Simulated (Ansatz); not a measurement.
# H5NSnTe: ladder of methods at one geometry, by script

How do the methods compare on H5NSnTe, in result and in cost? Aim: a ladder of methods at one geometry, for H5NSnTe, run from a script. SMILES: [NH2][SnH2][TeH].

Program: Ansatz 0.2.0 through its Python package. The levels of theory stand in the script. These are calculated values, not measurements.

### 1 The structure

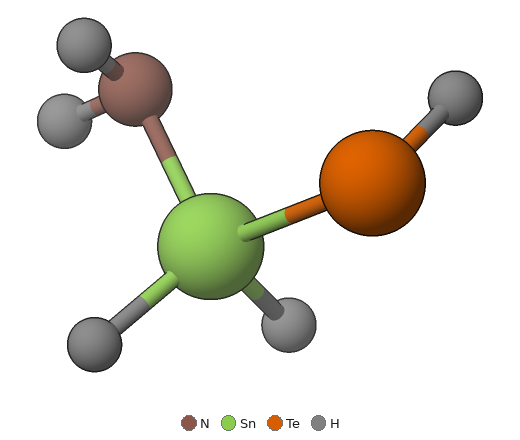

The structure that the script starts from, seen from a chosen angle (nitrogen brown, tin green, tellurium orange, hydrogen grey).

No structure file is read: the coordinates are typed or built in the script.

### 2 The code

Contents of h5nsnte.py:

```python
# -*- coding: utf-8 -*-
from pathlib import Path
import argparse
import warnings

import ansatz as az
from ase import Atoms
import numpy as np

parser = argparse.ArgumentParser(description="One geometry of H5NSnTe, method by method.")
parser.add_argument("--basis", default="def2-SVP", help="basis")
args = parser.parse_args()


def main():
    warnings.simplefilter("ignore", az.DeckWarning)

    atoms = Atoms(["N", "Sn", "Te", "H", "H", "H", "H", "H"], positions=[
        [-1.1647, 0.323, -0.8726],
        [0.4769, 0.4314, 0.2857],
        [1.3553, -2.1322, 0.7122],
        [-1.3934, 1.3684, -1.103],
        [-0.9325, -0.0815, -1.8062],
        [0.1003, 1.2069, 1.8174],
        [1.7461, 1.3619, -0.5303],
        [-0.0956, -2.535, 1.4411],
    ])
    system = az.Crystal.molecule_from_ase(atoms)

    job = (
        system.calculation()
        .basis(gaussian=args.basis)
        .scf(lower_state_search="standard")
    )

    print("functional    E (Ha)        dipole (D)   HOMO (eV)  LUMO (eV)")
    for name in ["hf", "pbe", "b3lyp", "pbe0"]:
        data = job.functional(name).forces().orbitals().run(threads=1, runs_dir="runs").report
        lines = Path(data["orbitals_path"]).read_text().splitlines()
        field_of = lambda key: [line.split("=")[1].strip() for line in lines if line.startswith(key)]
        orbitals = [(27.211386 * float(e), s, float(n)) for e, s, n in zip(field_of("Ene="), field_of("Spin="), field_of("Occup="))]
        homo = max(e for e, _, n in orbitals if n > 0.5)
        lumo = min(e for e, _, n in orbitals if n < 0.5)
        dipole = 4.803205 * np.linalg.norm(data["charge_distribution"]["dipole_moment_e_ang"])
        print(f"{name:10s} {data['free_energy_ev'] / 27.211386246:14.6f} {dipole:9.3f} {homo:11.3f} {lumo:10.3f}")


if __name__ == "__main__":
    main()
```

### 3 Running it

The run is started by

```console
python h5nsnte.py
```

Log:

```text
functional    E (Ha)        dipole (D)   HOMO (eV)  LUMO (eV)
hf            -537.649633     1.913      -8.666      2.354
pbe           -539.937155     1.600      -5.307     -1.716
b3lyp         -540.186279     1.626      -6.117     -1.144
pbe0          -539.972734     1.708      -6.376     -0.915
```

Wall time 17 s (1 thread of Arm Neoverse V1, shared host); peak memory 0.27 GiB.

Lines on the test bed's own set-up are left out of the output.

A comment line of the script is reworded here; the code is as run.

### 4 Run by run

From the records of these 4 runs:

```
run  functional  energy (eV)  SCF cycles  CPU time (s)
  1          hf  -14630.1918          12           2.5
  2         pbe  -14692.4385          19             3
  3       b3lyp  -14699.2175          17           5.3
  4        pbe0  -14693.4066          17           5.3
```

Totals hang on method, basis and potentials, so only like runs compare.

The fields below are those of run 1.

### 5 Orbitals and fields

The fields below are evaluated on a grid from the run's orbitals.

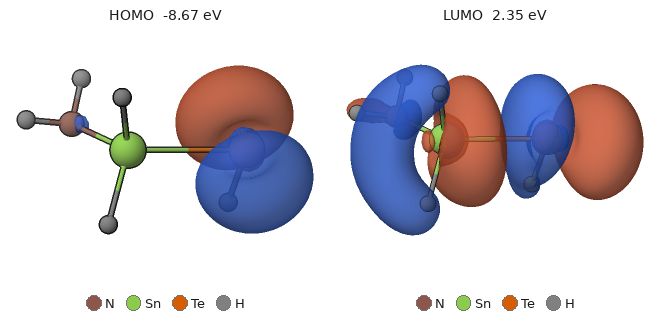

Frontier orbitals at Hartree-Fock/def2-SVP; each surface holds 70 % of the orbital's density, blue and red mark the sign.

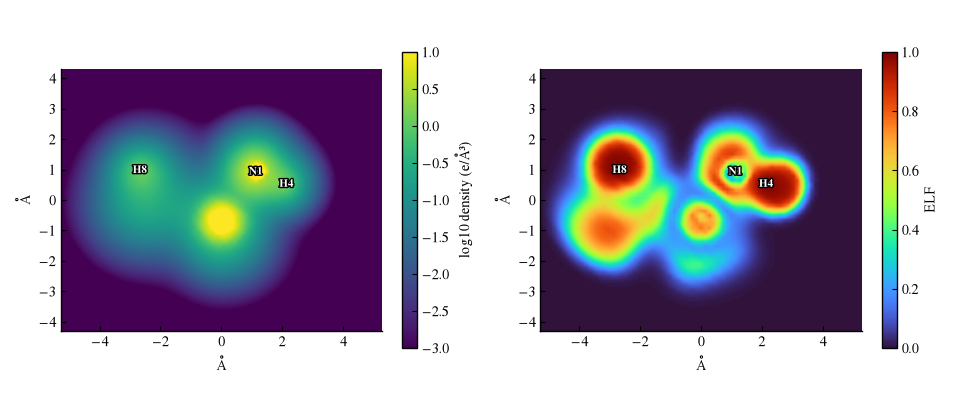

Density (left) and ELF (right) in a plane through or near 3 of the atoms.

### 6 Results

```
                                               quantity     value
                                          runs compared         4
HOMO-LUMO gap of the mean field (Hartree-Fock/def2-SVP)  11.02 eV
```

In words: All 4 runs converged, in 12 to 19 cycles. The geometry is a force-field or estimated start, not a minimum of this method, and the basis set is short of its limit. A lower total doesn't mark the better method: functionals have no common bound, and MP2 and coupled cluster aren't variational. def2 sets replace the cores of elements past krypton by effective core potentials. b3lyp holds the VWN-RPA fit, as in Gaussian; the form of ORCA and Turbomole is b3lyp5. Levels such as HOMO and LUMO are orbital energies: with these approximate functionals they aren't the ionisation energy and electron affinity, and their gap isn't the fundamental gap.
